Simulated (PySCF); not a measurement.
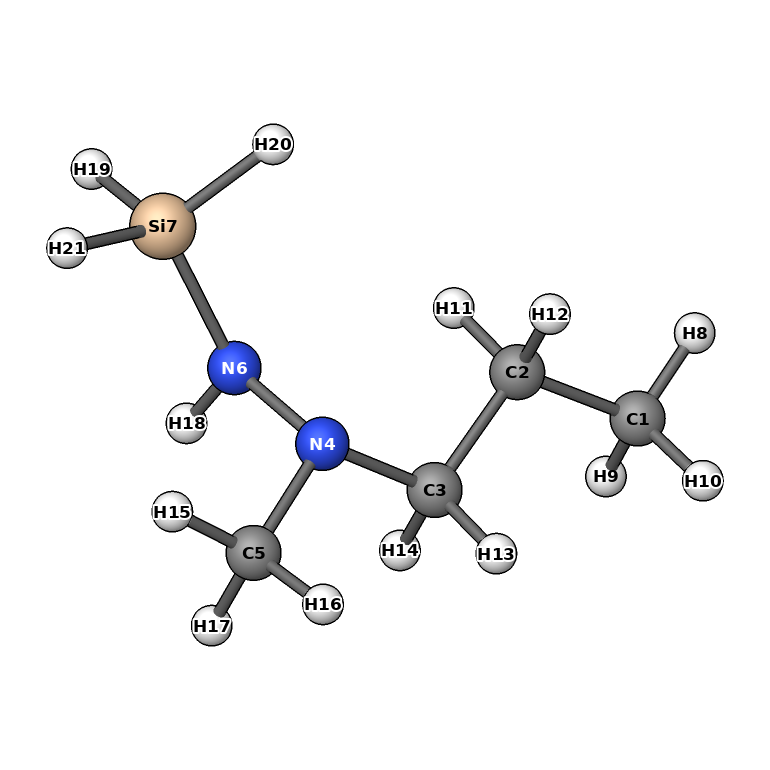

The questions are on isotropic NMR shieldings of the H atoms. The computed structure is the end point of a GFN2-xTB optimisation. No frequency run is at hand to confirm it as a minimum. Level of theory: GIAO PBE0/pcSseg-1 NMR shielding, non-relativistic, gas phase (PySCF 2.14.0).

Give the isotropic NMR shieldings of the H atoms atom by atom.

```json
{"atom": "H8", "σ (ppm)": "30.47"}
{"atom": "H9", "σ (ppm)": "30.92"}
{"atom": "H10", "σ (ppm)": "30.87"}
{"atom": "H11", "σ (ppm)": "29.54"}
{"atom": "H12", "σ (ppm)": "30.19"}
{"atom": "H13", "σ (ppm)": "29.25"}
{"atom": "H14", "σ (ppm)": "29.95"}
{"atom": "H15", "σ (ppm)": "28.74"}
{"atom": "H16", "σ (ppm)": "29.07"}
{"atom": "H17", "σ (ppm)": "29.77"}
{"atom": "H18", "σ (ppm)": "31.17"}
{"atom": "H19", "σ (ppm)": "27.23"}
{"atom": "H20", "σ (ppm)": "27.13"}
{"atom": "H21", "σ (ppm)": "26.91"}
```

The geometry is semi-empirical. Around Si such bond lengths and angles can be off by a tenth of an ångström or more and by several degrees, and values that hang on the shape move with them.
